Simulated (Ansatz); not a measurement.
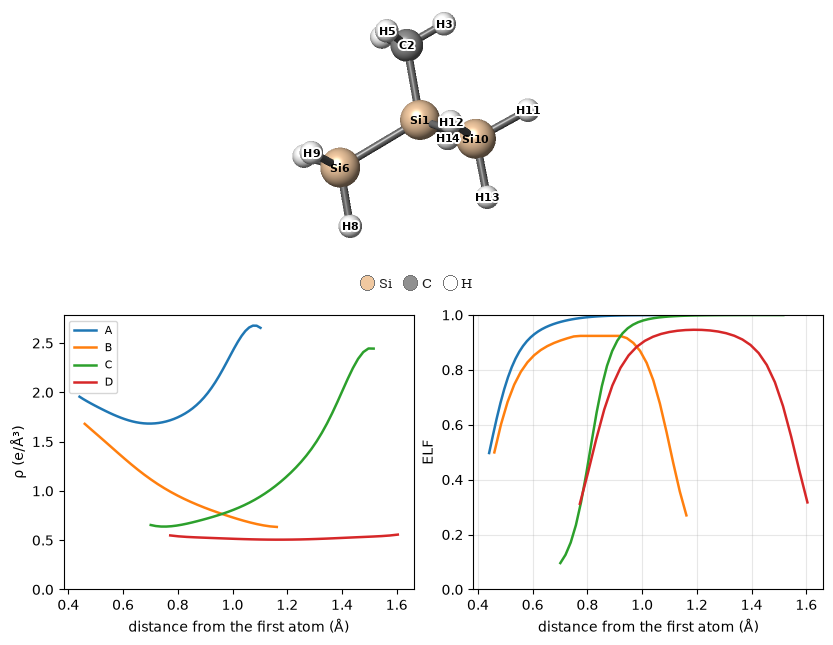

Figure. CH10Si3. Total electron density and electron localisation function along straight lines between neighbouring atoms. The curves leave out the atomic cores. The structure is drawn too.

The calculation used Ansatz, RKS PBE/6-31G.

Input file:

```
crystal:
  periodic: [false, false, false]
  atoms:
    - { symbol: Si, position_ang: [0.0, 0.0, 0.0] }
    - { symbol: C, position_ang: [0.0, 0.0, 1.87] }
    - { symbol: H, position_ang: [-0.9996, -0.3092, 2.2405] }
    - { symbol: H, position_ang: [0.7676, -0.7111, 2.2405] }
    - { symbol: H, position_ang: [0.232, 1.0203, 2.2405] }
    - { symbol: Si, position_ang: [2.0935, 0.0, -0.7393] }
    - { symbol: H, position_ang: [2.5508, -1.3762, -0.9079] }
    - { symbol: H, position_ang: [2.1573, 0.6939, -2.0222] }
    - { symbol: H, position_ang: [2.951, 0.6823, 0.2255] }
    - { symbol: Si, position_ang: [-1.0456, 1.8115, -0.7393] }
    - { symbol: H, position_ang: [-2.4302, 1.478, -1.0607] }
    - { symbol: H, position_ang: [-1.0215, 2.8436, 0.2931] }
    - { symbol: H, position_ang: [-0.3743, 2.3069, -1.9374] }
    - { symbol: H, position_ang: [-0.6877, -1.1914, -0.4862] }
basis:
  gaussian: { orbitals: "6-31G" }
hamiltonian:
  xc: pbe
relax:
  f_tol: 0.02
  max_steps: 40
output:
  orbitals: {}
```

Launched as:

```sh
ansatz run input.yaml --threads 1 --pin off --max-ram 2048MiB --backend cpu --events-out ev --progress --plain --runs-dir out
```

The fields are those of the run's last geometry, not of the input's.

Question: Which curve belongs to which contact (C–H, C–Si, Si–H and Si–Si)? The first atom named is at distance zero.

Answer: Curve A: C–H (1.10 Å): ρ is about 1.8 e/Å³ halfway; the ELF climbs to about 1 towards the hydrogen, as it does in any bond to H: an ordinary covalent bond to hydrogen. Curve B: C–Si (1.94 Å): ρ at the midpoint is about 0.76 e/Å³; the ELF peaks at about 0.90 between the atoms, as expected for a shared electron pair. Curve C: Si–H (1.52 Å): ρ at the midpoint is about 0.64 e/Å³; the ELF climbs to about 1 towards the hydrogen. Curve D: Si–Si (2.38 Å): ρ at the midpoint is about 0.51 e/Å³; the ELF peaks at about 0.95 between the atoms: a covalent bond.
